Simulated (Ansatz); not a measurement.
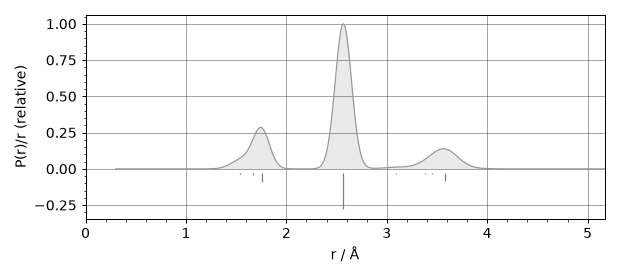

Simulated gas electron diffraction: radial distribution curve of FGeH₃Te. Each pair of atoms contributes with weight ZᵢZⱼ/r (bars below the curve); damping constant 0.002 Å²; vibrational amplitudes assumed, not computed: 0.05 Å for bonds, 0.078 Å for bonds to H, 0.06 + 0.015 r up to 0.15 Å for other pairs. The geometry is the end point of an optimisation (RKS B3LYP-D4/def2-SVP in Ansatz); it may be a saddle point or a higher isomer. SMILES: [F][GeH2][TeH].

Q: Assign the first 3 clear peaks of the radial distribution curve (– bonded, ··· not bonded).

A: Peak 1, 1.74 Å: Ge–H 1.54 Å (×2), Te–H 1.67 Å, Ge–F 1.75 Å, not resolved
Peak 2, 2.57 Å: Te–Ge 2.57 Å
Peak 3, 3.57 Å: Te···H 3.38–3.45 Å (×2), Te···F 3.58 Å, not resolved
